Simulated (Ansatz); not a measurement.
# C$_{4}$H$_{12}$AlN (SMILES C[CH2][Al]([NH2])[CH2]C): what the fields show

```
atom    x (Å)    y (Å)    z (Å)
   C  -2.0239  -1.0063  -0.4050
   C  -1.4948  -0.2367   0.8099
  Al   0.0706   0.8973   0.4550
   N  -0.0738   2.6432   0.7439
   C   1.8014   0.2227  -0.1872
   C   1.8115  -1.2018  -0.7430
   H  -2.3457  -0.3319  -1.2044
   H  -2.8844  -1.6347  -0.1539
   H  -1.2616  -1.6641  -0.8314
   H  -1.2323  -0.9508   1.6018
   H  -2.2933   0.3832   1.2345
   H   0.6562   3.3204   0.5922
   H  -0.8985   3.1021   1.0955
   H   2.5053   0.2941   0.6537
   H   2.1948   0.9223  -0.9353
   H   2.8177  -1.5341  -1.0176
   H   1.1905  -1.2904  -1.6389
   H   1.4226  -1.9231  -0.0182
```

Geometry: PBE0-D4/def2-TZVP.

The calculation used RKS PBE0-D4/def2-TZVPP in Ansatz 0.2.0.

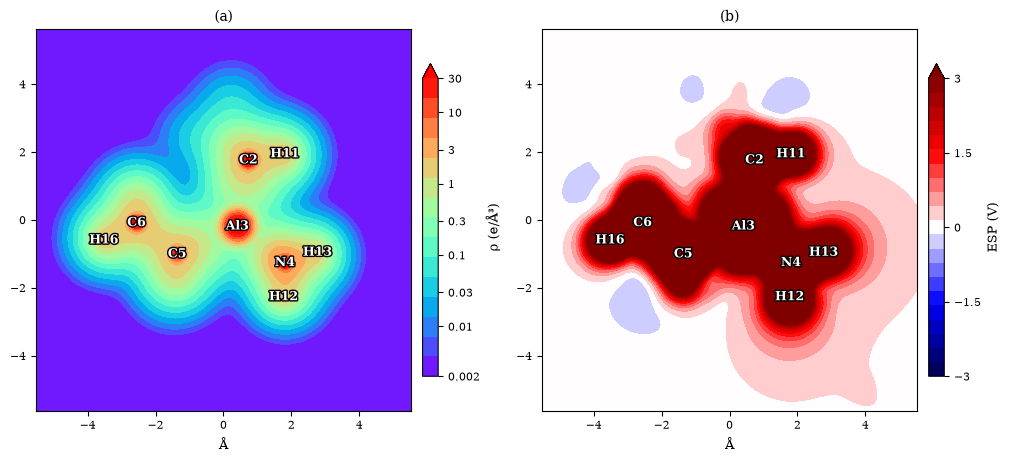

Figure 1. (a) total electron density; (b) electrostatic potential on the plane of atoms Al3, C2 and H11.

Read the bonding off the picture.

Answer.
- The plane passes through C, Al, N and H nuclei.
- C–C (1.53 Å): ρ is about 1.6 e/Å³ halfway.
- Al–N (1.78 Å): the density is about 0.86 e/Å³ at the midpoint.
- C–Al (1.97 Å): the density is about 0.72 e/Å³ at the midpoint.
- N–H (1.01 Å): ρ at the midpoint is about 2.9 e/Å³.
- C–H (1.10 Å): ρ at the midpoint is about 1.9 e/Å³.
- Outside the dense part of the molecule the potential is most negative (−0.3 V) near H15, which lies off the plane.

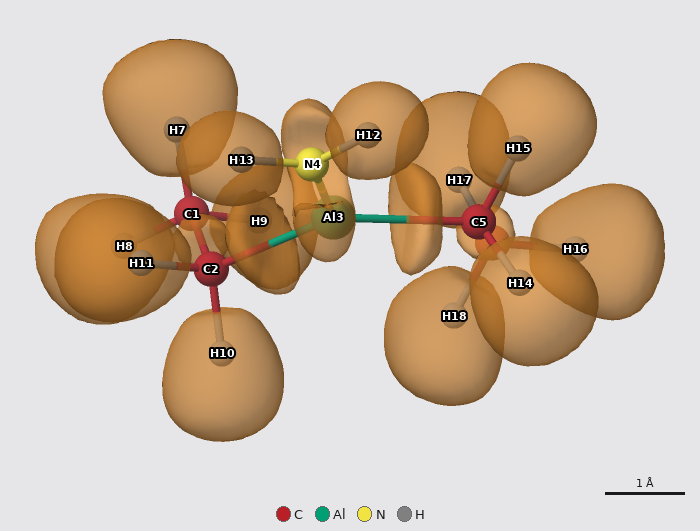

Figure 2. Isosurface of the electron localisation function at 0.85 (orange), seen from one side. Only the valence region is drawn (cores and ρ < 0.01 e/Å³ removed).

What do the ELF domains correspond to?

Answer. The surface consists of two regions between bonded Al–C atoms (shared pairs), two regions between bonded C–C atoms (shared pairs), twelve regions around hydrogen nuclei and one lobe of the valence shell of N pointing towards Al.


C–C (1.53 Å): the ELF peaks at about 0.95 between the atoms: localised, covalent bonding. Al–N (1.78 Å): the ELF peaks at about 0.90 in the valence shell of N, 0.6 Å from its nucleus, and is about 0.65 at the midpoint.

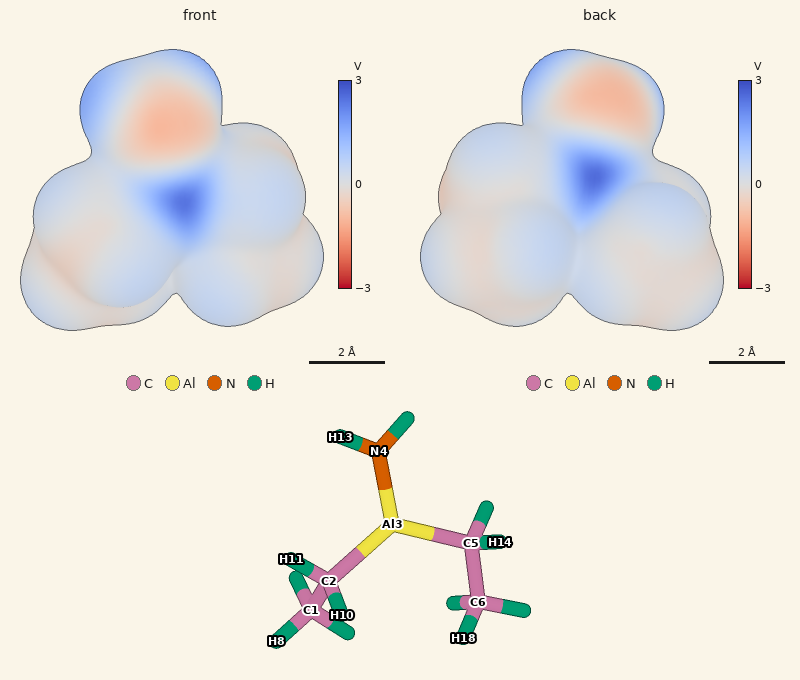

Figure 3. The molecular electrostatic potential painted on the density surface at 0.002 e/bohr³, seen from the front and from behind; red is negative and blue positive. The bare structure is drawn below in the same view.

Which sites attract a positive test charge, and which a negative one?

Answer. A positive charge is drawn to the negative regions and a negative charge to the positive ones. The most negative region (about −0.9 V) lies over N4, the most positive (about +2.4 V) over Al3.
